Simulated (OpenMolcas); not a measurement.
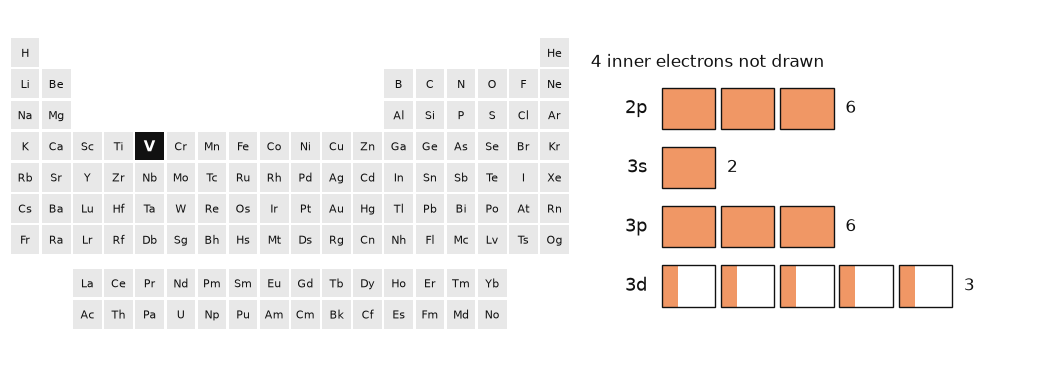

**Figure 1.** Left, the place of vanadium in the periodic table; right, the outer shells of the leading configuration of the lowest level: a box for each of the 2l + 1 orbitals, shaded by the share of the shell that is filled, with the electron count at the right.

# V²⁺ complex: multiconfigurational calculation

System: V²⁺ with 6 ligands (S; octahedron, 2.57 Å), neutralised by 6 outer point charges of +1.7 e, whose field is part of the energies.
Method: state-averaged SS-CASPT2, IPEA shift 0.25, imaginary shift 0.1 hartree, closed shells 3s 3p of the metal and the valence shells of the ligands correlated, active space 3 electrons in the shell 3d, basis ANO-RCC-VTZP on the metal and ANO-RCC-VDZP on the ligands, DKH2 scalar Hamiltonian, spin-orbit coupling by RASSI with atomic mean-field integrals (OpenMolcas).

### Input
```
&GATEWAY
Coord
7

V 0.0 0.0 0.0
S 2.570000 0.000000 0.000000
S 0.000000 2.570000 0.000000
S -2.570000 0.000000 0.000000
S 0.000000 -2.570000 0.000000
S 0.000000 0.000000 2.570000
S 0.000000 0.000000 -2.570000
Basis=V.ANO-RCC-VTZP,S.ANO-RCC-VDZP
Group=XYZ
NoMove
AngMom=0.0 0.0 0.0
AMFI
RICD
XField
3 Angstrom 0
4.970000 0.000000 0.000000 1.666667
0.000000 4.970000 0.000000 1.666667
0.000000 0.000000 4.970000 1.666667
&SEWARD
&RASSCF
FileOrb=start.orb
Symmetry=1
Spin=4
nActEl=3 0 0
Inactive=30 33
Ras2=5 0
CIRoot=10 10 1
SDav=10
CIMx=300
Iter=150 100
PrWF=0.3
OrbListing=Nothing
MaxOrb=0
LevShft=1.0
>>> COPY $Project.JobIph JOB001
&RASSCF
FileOrb=start.orb
Symmetry=1
Spin=2
nActEl=3 0 0
Inactive=30 33
Ras2=5 0
CIRoot=40 40 1
SDav=40
CIMx=300
Iter=150 100
PrWF=0.3
OrbListing=Nothing
MaxOrb=0
LevShft=1.0
>>> COPY $Project.JobIph JOB002
&RASSI
NrOfJobIphs=2 10 40
1 2 3 4 5 6 7 8 9 10
1 2 3 4 5 6 7 8 9 10 11 12 13 14 15 16 17 18 19 20 21 22 23 24 25 26 27
28 29 30 31 32 33 34 35 36 37 38 39 40
IphNames
JOB001
JOB002
EJob
SpinOrbit
DIPRint=1.0
SOCoupling=1000.0
Subsets=2
Property=9
'ANGMOM' 1 'ANGMOM' 2 'ANGMOM' 3 'MLTPL  1' 1 'MLTPL  1' 2 'MLTPL  1' 3
'AMFI' 1 'AMFI' 2 'AMFI' 3
SOProperty=3
'ANGMOM' 1 'ANGMOM' 2 'ANGMOM' 3
>>> COPY JOB001 $Project.JobIph
&CASPT2
Multistate=10 1 2 3 4 5 6 7 8 9 10
NoMult
Frozen=17 18
IPEA=0.25
Imaginary=0.1
MaxIter=60
WThr=0.0 0.3 0.05
PrWF=0.5
NoMix
>>> COPY JOB002 $Project.JobIph
&CASPT2
Multistate=40 1 2 3 4 5 6 7 8 9 10 11 12 13 14 15 16 17 18 19 20 21 22
23 24 25 26 27 28 29 30 31 32 33 34 35 36 37 38 39 40
NoMult
Frozen=17 18
IPEA=0.25
Imaginary=0.1
MaxIter=60
WThr=0.0 0.3 0.05
PrWF=0.5
NoMix
```

The file start.orb holds starting orbitals from an earlier step. A driver script formed the levels outside the program, from RASSI's spin-orbit matrix and the CASPT2 energies (for multi-state variants, the effective Hamiltonian), averaged over the components of each term or state. The log and the time are those of the CASPT2 step.

Hardware: 1 thread of Arm Neoverse V2, 24 GiB of memory available, shared host.

Command:
```bash
OMP_NUM_THREADS=1 MOLCAS_MEM=2457 MOLCAS_PROJECT=a pymolcas a.inp > a.log  # once for each step of the input, in one work folder
```

### Log (extracts)
```
--- CASPT2 ---
Orbital specifications:
      -----------------------

      Symmetry species                           1   2
                                                ag  au
      Frozen orbitals                           17  18
      Inactive orbitals                         13  15
      Active orbitals                            5   0
      Secondary orbitals                        49  50
      Deleted orbitals                           0   0
      Number of basis functions                 84  83
Type of calculation                        SS-CASPT2
      Fock operator                              state-specific
      IPEA shift                                 0.25
      Real shift                                 0.00
      Imaginary shift                            0.10
      The input orbitals will be transformed to quasi-canonical
Reference energy:       -3346.1427172151
      E2 (Non-variational):      -1.2940019036
      Shift correction:          -0.0031235974
      E2 (Variational):          -1.2971255009
      Total energy:           -3347.4398427160
      Residual norm:              0.0000003286
      Reference weight:           0.63746
      Contributions to the CASPT2 correlation energy
      Active & Virtual Only:         -0.0215725439
      One Inactive Excited:          -0.1792576523
      Two Inactive Excited:          -1.0931717074
Reference energy:       -3346.1352434545
      E2 (Non-variational):      -1.2959635798
      Shift correction:          -0.0031835373
      E2 (Variational):          -1.2991471171
      Total energy:           -3347.4343905716
      Residual norm:              0.0000004293
      Reference weight:           0.63598
      Contributions to the CASPT2 correlation energy
      Active & Virtual Only:         -0.0226958270
      One Inactive Excited:          -0.1820749721
      Two Inactive Excited:          -1.0911927807
::    CASPT2 Root  1     Total energy:  -3347.43984272
::    CASPT2 Root  2     Total energy:  -3347.43439057
::    CASPT2 Root  3     Total energy:  -3347.43455518
::    CASPT2 Root  4     Total energy:  -3347.43461710
::    CASPT2 Root  5     Total energy:  -3347.43555418
::    CASPT2 Root  6     Total energy:  -3347.43554027
::    CASPT2 Root  7     Total energy:  -3347.43555899
::    CASPT2 Root  8     Total energy:  -3347.39048393
::    CASPT2 Root  9     Total energy:  -3347.39047199
::    CASPT2 Root 10     Total energy:  -3347.39047812
--- CASPT2 ---
Orbital specifications:
      -----------------------

      Symmetry species                           1   2
                                                ag  au
      Frozen orbitals                           17  18
      Inactive orbitals                         13  15
      Active orbitals                            5   0
      Secondary orbitals                        49  50
      Deleted orbitals                           0   0
      Number of basis functions                 84  83
Type of calculation                        SS-CASPT2
      Fock operator                              state-specific
      IPEA shift                                 0.25
      Real shift                                 0.00
      Imaginary shift                            0.10
      The input orbitals will be transformed to quasi-canonical
Reference energy:       -3346.0734223843
      E2 (Non-variational):      -1.3185267017
      Shift correction:          -0.0034067148
      E2 (Variational):          -1.3219334165
      Total energy:           -3347.3953558008
      Residual norm:              0.0000007585
      Reference weight:           0.62977
      Contributions to the CASPT2 correlation energy
      Active & Virtual Only:         -0.0322945201
      One Inactive Excited:          -0.1881228894
      Two Inactive Excited:          -1.0981092922
Reference energy:       -3346.0734223842
      E2 (Non-variational):      -1.3185334098
      Shift correction:          -0.0034066500
      E2 (Variational):          -1.3219400597
      Total energy:           -3347.3953624440
      Residual norm:              0.0000007713
      Reference weight:           0.62977
      Contributions to the CASPT2 correlation energy
      Active & Virtual Only:         -0.0322942804
      One Inactive Excited:          -0.1881297521
      Two Inactive Excited:          -1.0981093773
::    CASPT2 Root  1     Total energy:  -3347.39535580
::    CASPT2 Root  2     Total energy:  -3347.39536244
::    CASPT2 Root  3     Total energy:  -3347.39646053
::    CASPT2 Root  4     Total energy:  -3347.39646937
::    CASPT2 Root  5     Total energy:  -3347.39646813
::    CASPT2 Root  6     Total energy:  -3347.39828699
::    CASPT2 Root  7     Total energy:  -3347.39829601
::    CASPT2 Root  8     Total energy:  -3347.39830046
::    CASPT2 Root  9     Total energy:  -3347.39785293
::    CASPT2 Root 10     Total energy:  -3347.37934913
::    CASPT2 Root 11     Total energy:  -3347.37935006
::    CASPT2 Root 12     Total energy:  -3347.37934980
::    CASPT2 Root 13     Total energy:  -3347.37853627
::    CASPT2 Root 14     Total energy:  -3347.37845913
::    CASPT2 Root 15     Total energy:  -3347.37850964
::    CASPT2 Root 16     Total energy:  -3347.38240451
::    CASPT2 Root 17     Total energy:  -3347.38248149
::    CASPT2 Root 18     Total energy:  -3347.38252020
::    CASPT2 Root 19     Total energy:  -3347.37609207
::    CASPT2 Root 20     Total energy:  -3347.37659394
::    CASPT2 Root 21     Total energy:  -3347.37370045
::    CASPT2 Root 22     Total energy:  -3347.37368965
::    CASPT2 Root 23     Total energy:  -3347.37368976
::    CASPT2 Root 24     Total energy:  -3347.37878351
::    CASPT2 Root 25     Total energy:  -3347.37874136
::    CASPT2 Root 26     Total energy:  -3347.37877849
::    CASPT2 Root 27     Total energy:  -3347.37468568
::    CASPT2 Root 28     Total energy:  -3347.37473917
::    CASPT2 Root 29     Total energy:  -3347.33330920
::    CASPT2 Root 30     Total energy:  -3347.33390398
```

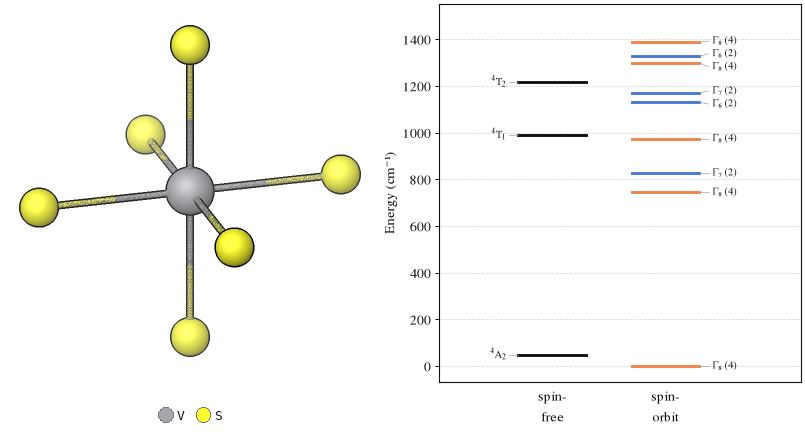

**Figure 2.** V²⁺ (3d³) with 6 ligands, S²⁻, at 2.57 Å (arrangement: octahedron, Oh), neutralised by outer point charges of +1.7 e, and its levels. Labels give the representation in O, Td, D4 or D3 as the site allows (double group for half-integer spin) where it could be assigned and, in brackets, the degeneracy; spin-free states, where drawn, share the zero of the spin-orbit levels. The ground level is Γ₈, 4-fold degenerate, 100 % from states of spin multiplicity 4. The next level lies at 744 cm⁻¹ (Γ₈). The lowest spin-free state is ⁴A₂, from the free-ion F term; of the same spin there follow at 942 cm⁻¹ (⁴T₁) and 1,170 cm⁻¹ (⁴T₂) above it.

### Summary

| quantity | value |
| --- | --- |
| outcome | converged |
| energy of the lowest spin-free term | −3347.43984 hartree |
| energy of the lowest spin-orbit level | −3347.44007 hartree |
| CASPT2 correlation energy | −1.2971 hartree |
| largest spread among components of a term | 110.1 cm⁻¹ |
| lowest reference weight | 0.617 |
| wall time | 3.8 min |
| peak memory | 0.2 GiB |

### Remarks

The components of ²E, which symmetry makes degenerate, are split by 110 cm⁻¹ in CASPT2. This is an artefact; the levels of such states rest on averages and are uncertain by about as much. Limits: covalent bonds, ligand orbitals missing from the active space; bare point charges leave oxide and sulfide ligands too diffuse, field too small; distances are set from ionic radii, not optimised.
